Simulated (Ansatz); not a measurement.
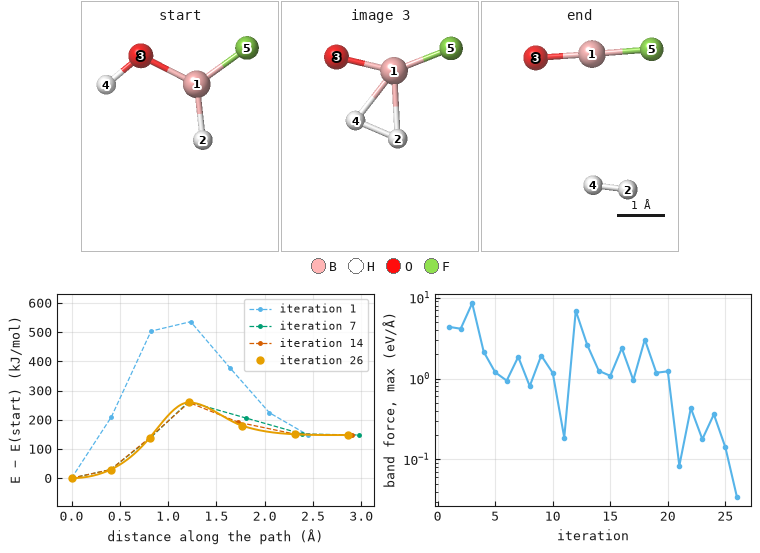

NEB run on BH2OF. Images are numbered from 0 (start) to 6 (end). The plot follows the band through its iterations. The picture is a ball-and-stick view, seen face on.

Level of theory: RKS PBE0-D4/def2-SVP in Ansatz. Run with 5 movable images; climbing image.

How did the profile develop, and is the result final?

Answer. The run is converged, with reservations. The band converged in 26 iterations. The largest component of the band force went from 4.4 to 0.035 eV/Å. The climbing image converged on the top of the path. Its curvatures weren't checked. The largest force component is 0.28 eV/Å at the start and 0.48 eV/Å at the end; an end with forces this large is no minimum, and the barrier measured from it can be far off. The first iteration put the highest image at 535.8 kJ/mol. Forward barrier 259.2 kJ/mol, backward barrier 111.4 kJ/mol, with image 3 at the top; the reaction energy is +147.7 kJ/mol.

The run took 76 s on 2 threads of Arm Neoverse V1 (shared host).
